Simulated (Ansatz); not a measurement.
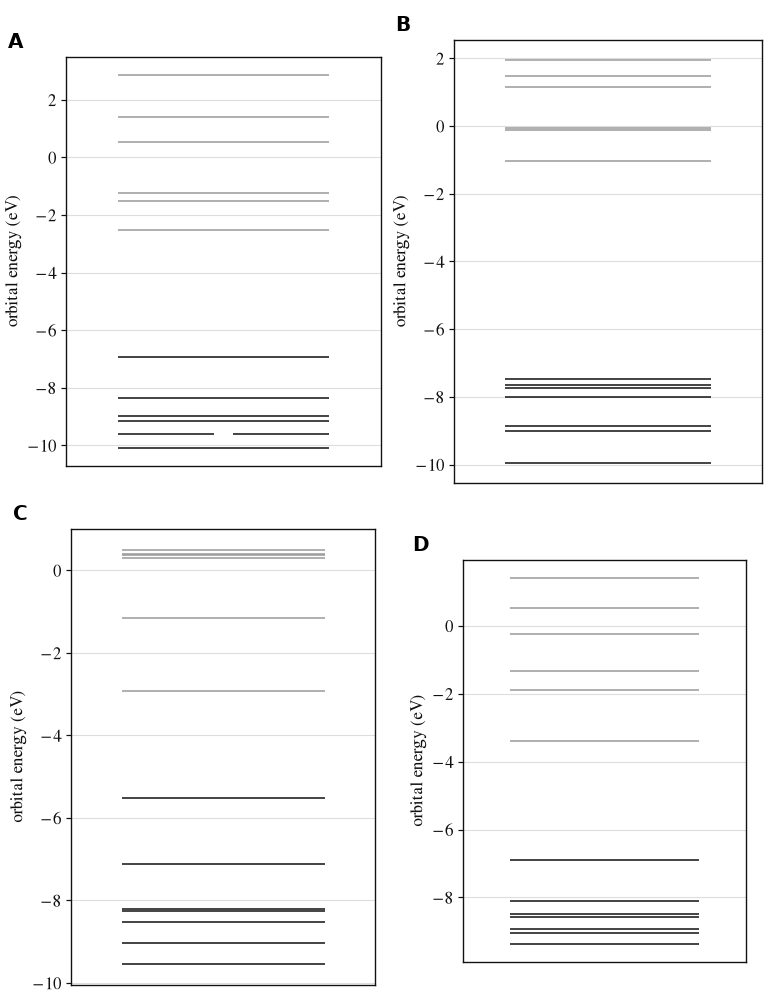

Kohn-Sham orbital energies near the frontier, revPBE/def2-TZVPP in the Ansatz code, at a PBE0-D4/def2-TZVP geometry (a minimum by its frequencies), isolated molecule; empty levels in grey, levels within 0.03 eV side by side.

### Pair each panel with its molecule.
1. Si₃NH₇, SMILES [SiH]N([SiH3])[SiH3]
2. GaHSeF₂, SMILES [F][Ga]([F])[SeH], singlet
3. GeH₃O₂Cl, SMILES [OH][GeH]([OH])[Cl], singlet
4. InHSeF₂, SMILES [F][In]([F])[SeH], singlet

A: 2 (HOMO −6.92 eV, LUMO −2.53 eV)
B: 3 (HOMO −7.49 eV, LUMO −1.02 eV)
C: 1 (HOMO −5.52 eV, LUMO −2.93 eV)
D: 4 (HOMO −6.90 eV, LUMO −3.40 eV)

Limits of at least one run: core potentials past krypton; empty levels above zero depend strongly on the basis; no scalar relativity up to krypton; spin-orbit coupling is left out, and with Se and In it can shift these levels and split any degenerate set; spin-orbit coupling is left out, and with Se it can shift these levels and split any degenerate set.
